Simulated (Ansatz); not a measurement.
C4H13NSi: geometry relaxation (part 2 of 2)

C4H13NSi; RHF/cc-pVDZ (Ansatz 0.2.0). The input holds or restrains some coordinates. It belongs to a series of runs on one base structure; here: pulled along the bonds that form and break, towards end A.

Geometry of the input (Å):
```
Si 0.0000  0.0000  0.0000
H  0.7956  0.0000  1.4569
C  2.0030  0.0000  0.5226
H  2.3507  -1.0463  0.3944
H  2.0515  0.5276  -0.4528
H  2.6550  0.5187  1.2561
C  -0.8808  1.5259  -0.6227
H  -1.9334  1.2723  -0.8671
H  -0.8624  2.3106  0.1622
H  -0.3704  1.9025  -1.5336
N  -0.8572  -1.4851  -0.6061
C  -1.5991  -2.3398  0.3320
H  -1.2218  -2.1735  1.3626
H  -2.6791  -2.0872  0.2887
H  -1.4574  -3.4051  0.0541
C  -0.8082  -1.8308  -2.0340
H  -1.6103  -1.2865  -2.5747
H  0.1794  -1.5432  -2.4511
H  -0.9565  -2.9241  -2.1559
```

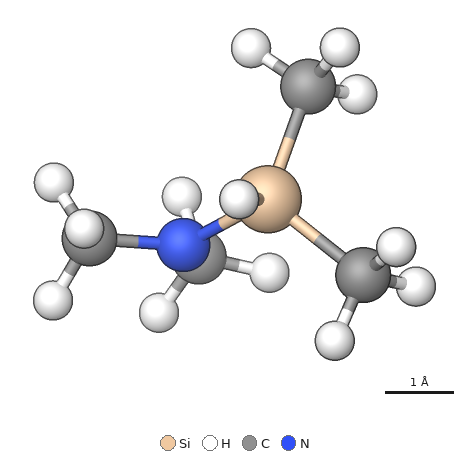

Figure 1. The geometry at step 7 of the log (ball-and-stick view, seen at a tilt).

Trajectory as extended XYZ, continued:
```
19
Properties=species:S:1:pos:R:3:forces:R:3 step=3 energy=-13669.69328
Si    0.1114   -0.0276    0.1290   -0.4325  -0.7185   1.4877
H     0.4375   -0.0080    1.6103   -3.0399  -0.2962   0.4800
C     2.1004   -0.0022    0.3259   -1.1680  -0.2737   1.0579
H     2.3668   -1.0530    0.3671    0.5663  -0.0758  -0.8824
H     2.1426    0.5552   -0.5362    2.7205   0.9561  -2.6934
H     2.5988    0.5062    1.2252   -1.5833  -0.4388  -1.3496
C    -0.8554    1.5136   -0.6111    0.6832  -0.2259   0.3581
H    -1.9093    1.2694   -0.8595    0.7164  -0.1661   0.2598
H    -0.8616    2.3078    0.1503    0.0389  -0.0286  -0.3105
H    -0.3763    1.9021   -1.5248   -0.1220  -0.0370   0.2728
N    -0.8090   -1.4625   -0.5768    1.2491   0.3194   0.8177
C    -1.5905   -2.3291    0.3215    0.3702   0.3987  -0.3157
H    -1.2313   -2.1795    1.3503   -0.2853  -0.1785  -0.2837
H    -2.6701   -2.0935    0.2904    0.2650  -0.1427   0.0142
H    -1.4593   -3.3935    0.0587   -0.0321   0.3284   0.1176
C    -0.8075   -1.8187   -2.0111    0.0933   0.3997   0.7275
H    -1.6021   -1.2948   -2.5733    0.2072  -0.1961   0.1080
H     0.1660   -1.5486   -2.4519   -0.3695  -0.1238  -0.0355
H    -0.9524   -2.9072   -2.1524    0.1226   0.4995   0.1694
19
Properties=species:S:1:pos:R:3:forces:R:3 step=4 energy=-13671.06804
Si    0.1314   -0.0359    0.1797   -0.9915  -0.3292   0.2657
H     0.2511   -0.0299    1.6706   -2.0605  -0.2979   0.2915
C     2.0480   -0.0039    0.2721   -0.2928   0.3352  -0.2500
H     2.3867   -1.0439    0.3284    0.2729   0.1468  -0.7749
H     2.2595    0.5682   -0.6151    1.6212  -0.2606  -0.6672
H     2.5207    0.4904    1.1692   -1.1632  -0.1538  -0.9067
C    -0.8257    1.5036   -0.5928    0.5336  -0.3215   0.3820
H    -1.8724    1.2518   -0.8428    0.5016  -0.2079   0.2475
H    -0.8554    2.3139    0.1436    0.0783   0.0720  -0.1128
H    -0.3709    1.8971   -1.5127    0.0765  -0.1006   0.1909
N    -0.7631   -1.4635   -0.5493    0.8587   0.1487   0.5238
C    -1.5773   -2.3195    0.3182    0.3017   0.2794  -0.1590
H    -1.2426   -2.1870    1.3498   -0.1785  -0.1213  -0.0206
H    -2.6561   -2.0918    0.2831    0.1857   0.0194  -0.0954
H    -1.4567   -3.3819    0.0609    0.0376   0.1730   0.0246
C    -0.7978   -1.8026   -1.9854    0.1480   0.2710   0.5833
H    -1.5950   -1.2957   -2.5553    0.0880   0.0011   0.2567
H     0.1591   -1.5479   -2.4544   -0.1210   0.0237  -0.0250
H    -0.9450   -2.8856   -2.1362    0.1036   0.3223   0.2455
19
Properties=species:S:1:pos:R:3:forces:R:3 step=5 energy=-13671.93219
Si    0.0866   -0.0322    0.1732   -0.4016  -0.4611  -0.0970
H     0.1010   -0.0851    1.6443   -1.4213  -0.1733   0.4990
C     1.9577    0.0029    0.2006    1.4423   0.4191  -1.3398
H     2.3634   -1.0178    0.2598   -0.1383   0.1288  -0.2077
H     2.4107    0.5224   -0.6764   -0.0278  -0.5013   0.4956
H     2.3374    0.5085    1.1057   -0.4527   0.0371  -0.3307
C    -0.7839    1.5066   -0.5623    0.0075  -0.1807   0.0969
H    -1.8167    1.2222   -0.8016    0.1138   0.0650   0.0801
H    -0.8245    2.3382    0.1473    0.0959  -0.0164  -0.0139
H    -0.3305    1.8751   -1.4893    0.0878  -0.0968   0.0946
N    -0.6951   -1.4955   -0.5126    0.4878   0.3629   0.2371
C    -1.5533   -2.3194    0.3261    0.0376   0.1267  -0.1024
H    -1.2655   -2.2042    1.3717   -0.0655  -0.0391  -0.0026
H    -2.6247   -2.0740    0.2484    0.1053   0.0290  -0.0732
H    -1.4457   -3.3790    0.0685    0.0395   0.0316   0.0094
C    -0.7706   -1.7823   -1.9444   -0.0223   0.0477   0.3346
H    -1.5908   -1.2735   -2.4764    0.0424   0.0349   0.2037
H     0.1626   -1.5192   -2.4500   -0.0105   0.0851   0.0500
H    -0.9193   -2.8577   -2.1009    0.0800   0.1008   0.0662
19
Properties=species:S:1:pos:R:3:forces:R:3 step=6 energy=-13672.12189
Si    0.0538   -0.0494    0.1612    0.1553  -0.3328   0.0828
H     0.0552   -0.1355    1.6171   -1.2199  -0.0693   0.7754
C     1.9145    0.0015    0.1568    1.5452   0.2421  -1.1329
H     2.3147   -1.0101    0.3422   -0.2056   0.2807   0.0134
H     2.4205    0.3830   -0.7580   -0.2499  -0.1986   0.4730
H     2.2323    0.6362    1.0032   -0.1206  -0.1479  -0.3551
C    -0.7723    1.4979   -0.5479   -0.1622   0.1023   0.0817
H    -1.8359    1.2915   -0.7318    0.1702   0.1070   0.0330
H    -0.7056    2.3474    0.1456    0.0345  -0.1529  -0.1183
H    -0.3170    1.8045   -1.4960   -0.0363  -0.0526   0.0449
N    -0.6437   -1.5307   -0.4834    0.1232   0.1414   0.1087
C    -1.5430   -2.3371    0.3208   -0.0764   0.0681  -0.0557
H    -1.3148   -2.2184    1.3817   -0.0237   0.0018  -0.0740
H    -2.6058   -2.0832    0.1774    0.0848  -0.0149  -0.0241
H    -1.4257   -3.3977    0.0756    0.0095  -0.0021   0.0040
C    -0.7439   -1.7586   -1.9120   -0.0108   0.0131   0.0219
H    -1.6086   -1.2605   -2.3809    0.0562  -0.0833   0.0680
H     0.1589   -1.4119   -2.4297   -0.1126   0.0021   0.0870
H    -0.8350   -2.8328   -2.1102    0.0391   0.0958  -0.0337
19
Properties=species:S:1:pos:R:3:forces:R:3 step=7 energy=-13672.17454
Si    0.0682   -0.1006    0.1784    0.3192   0.1076  -0.0176
H     0.1151   -0.1734    1.6323   -1.1812  -0.1620   0.8454
C     1.9258    0.0203    0.1202    1.1006   0.0005  -0.9265
H     2.3322   -0.9484    0.4451    0.0023   0.2051  -0.0154
H     2.4080    0.2851   -0.8338   -0.1055  -0.1021   0.1668
H     2.2290    0.7767    0.8610   -0.1081  -0.1638  -0.1755
C    -0.7585    1.4573   -0.4992   -0.1781   0.0079   0.0609
H    -1.8371    1.2893   -0.5954    0.0551   0.1237  -0.0046
H    -0.6012    2.3128    0.1660    0.0157  -0.0402  -0.0488
H    -0.3658    1.7227   -1.4865   -0.0312  -0.0407   0.0342
N    -0.6396   -1.5644   -0.4754    0.0527   0.1124   0.1204
C    -1.6007   -2.3280    0.2959    0.0353  -0.0991   0.0666
H    -1.4804   -2.1152    1.3612   -0.0288  -0.0292  -0.1068
H    -2.6457   -2.1111    0.0301    0.0517   0.0333  -0.0528
H    -1.4462   -3.4072    0.1641   -0.0012   0.0869  -0.0560
C    -0.7202   -1.7515   -1.9097    0.0859  -0.0511   0.0131
H    -1.6311   -1.3260   -2.3558    0.0092  -0.0234   0.0390
H     0.1417   -1.2853   -2.3993   -0.1032  -0.0280   0.0038
H    -0.6947   -2.8172   -2.1674    0.0096   0.0620   0.0539
19
Properties=species:S:1:pos:R:3:forces:R:3 step=8 energy=-13672.18956
Si    0.0745   -0.0794    0.1608    0.1790  -0.2401   0.4948
H     0.1121   -0.2153    1.6110   -1.1282   0.0424   0.8870
C     1.9345   -0.0195    0.1200    1.0218   0.3666  -0.9444
H     2.3459   -0.9075    0.6192   -0.2016   0.1260  -0.1349
H     2.4243    0.0871   -0.8565    0.0188  -0.0543   0.0901
H     2.2250    0.8552    0.7212   -0.0091  -0.1229  -0.0902
C    -0.7923    1.4812   -0.4655    0.1721   0.1038  -0.0612
H    -1.8801    1.3654   -0.4442    0.0498  -0.0301   0.0166
H    -0.5309    2.3567    0.1385    0.0147  -0.0723  -0.0190
H    -0.4949    1.6967   -1.4983   -0.0696  -0.0051   0.0287
N    -0.6246   -1.5449   -0.4715   -0.0958  -0.1833  -0.2282
C    -1.5997   -2.3216    0.2674    0.0221   0.1161   0.0518
H    -1.5043   -2.1316    1.3364   -0.0063  -0.0067  -0.0006
H    -2.6338   -2.0856   -0.0238    0.0210  -0.0426  -0.0067
H    -1.4454   -3.3954    0.1108   -0.0012   0.0339  -0.0491
C    -0.6948   -1.7552   -1.9011    0.0003   0.0097  -0.0441
H    -1.6320   -1.3841   -2.3420   -0.0008  -0.0699   0.0065
H     0.1267   -1.2446   -2.4106    0.0128  -0.0202   0.0146
H    -0.6116   -2.8216   -2.1403    0.0004   0.0489  -0.0116
19
Properties=species:S:1:pos:R:3:forces:R:3 step=9 energy=-13672.20594
Si    0.0288   -0.0701    0.2220    0.3872  -0.0481  -0.1968
H     0.1487   -0.1828    1.6714   -1.2223  -0.0278   0.8678
C     1.8817   -0.0284    0.0749    0.8780   0.0954  -0.9707
H     2.2681   -0.9343    0.5505    0.0200   0.0246   0.0012
H     2.3229    0.0398   -0.9257   -0.0042   0.0021   0.0186
H     2.2402    0.8313    0.6497    0.0283   0.0019   0.0177
C    -0.7801    1.5103   -0.4350   -0.0501  -0.0127   0.2242
H    -1.8649    1.4873   -0.2912    0.0334   0.0361   0.0022
H    -0.3831    2.3962    0.0703   -0.0211  -0.0152  -0.0099
H    -0.5877    1.6253   -1.5052    0.0117  -0.0412  -0.0275
N    -0.6799   -1.5154   -0.4552   -0.0489   0.0392   0.2274
C    -1.6392   -2.3321    0.2562    0.0033  -0.1423  -0.1596
H    -1.5954   -2.1444    1.3298    0.0134   0.0509  -0.0386
H    -2.6718   -2.1575   -0.0794    0.0188   0.0072   0.0336
H    -1.4241   -3.3982    0.1027   -0.0315   0.0605   0.0209
C    -0.6337   -1.7478   -1.8806   -0.0438  -0.0351  -0.0097
H    -1.5761   -1.4936   -2.3890    0.0445  -0.0014   0.0442
H     0.1608   -1.1496   -2.3324   -0.0281  -0.0358  -0.0677
H    -0.4165   -2.8000   -2.1023    0.0114   0.0417   0.0225
19
Properties=species:S:1:pos:R:3:forces:R:3 step=10 energy=-13672.21792
Si    0.0497   -0.0752    0.1905    0.2457  -0.0489   0.1807
H     0.1375   -0.1757    1.6402   -1.1538  -0.0881   0.9280
C     1.9061   -0.0104    0.0841    0.8658   0.0857  -1.0378
H     2.2955   -0.9186    0.5519    0.0038   0.0054   0.0060
H     2.3675    0.0811   -0.9052    0.0163   0.0000   0.0119
H     2.2420    0.8429    0.6826   -0.0203  -0.0093  -0.0050
C    -0.7864    1.5036   -0.4178    0.0194   0.0256  -0.0173
H    -1.8606    1.4841   -0.2145   -0.0006   0.0049  -0.0058
H    -0.3619    2.3886    0.0650    0.0037  -0.0203   0.0030
H    -0.6504    1.6165   -1.4981   -0.0305   0.0125  -0.0021
N    -0.6649   -1.5276   -0.4637    0.0108  -0.0119  -0.0910
C    -1.6476   -2.3223    0.2396    0.0188   0.0985   0.1014
H    -1.6070   -2.1123    1.3090   -0.0240  -0.0266  -0.0049
H    -2.6740   -2.1274   -0.1027    0.0227  -0.0002  -0.0127
H    -1.4543   -3.3923    0.1057    0.0118  -0.0023  -0.0184
C    -0.6356   -1.7753   -1.8878    0.0024  -0.0216  -0.0397
H    -1.5805   -1.5130   -2.3846    0.0083  -0.0144   0.0127
H     0.1588   -1.1984   -2.3666    0.0028   0.0013  -0.0063
H    -0.4355   -2.8325   -2.0962   -0.0031   0.0099  -0.0027
```

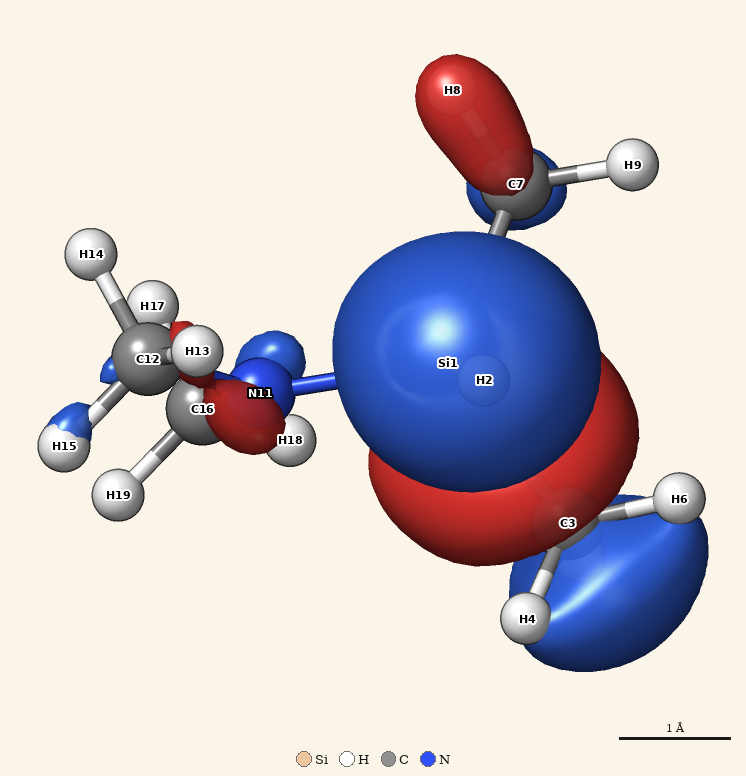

Figure 2. One frontier orbital at ±0.1 Å⁻³ᐟ² (red and blue are the two phases), seen face on. The HOMO−1, at −11.41 eV. By Hirshfeld shares it lies mainly on C3 (30 %), Si1 (30 %) and H2 (20 %).

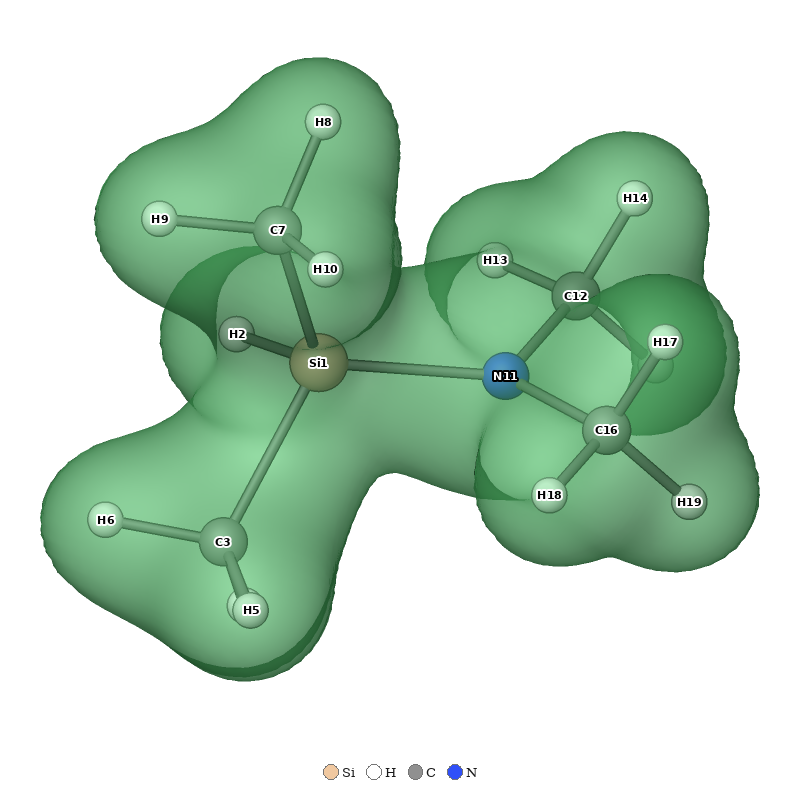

Figure 3. Isosurface of the electron density at 0.2 e/Å³ (green), seen at an oblique angle. At this value the surface is in one piece. On the grid the lowest density along these lines, outside the cores, is 1.8 e/Å³ (C–N, 1.45 Å), 0.82 e/Å³ (Si–N, 1.75 Å), 0.78 e/Å³ (C–Si, 1.86 Å) and 1.9 e/Å³ (C–H, 1.09 Å).

Results in brief:

- outcome: converged under the restraints of the input
- total energy: −13672.2179 eV
- mean-field energy: −13672.2179 eV
- largest force (length of the vector) at the end, held atoms and coordinates included: 1.483 eV/Å
- wall time: 20 s (CPU time 75 s)
- peak memory: 0.43 GiB
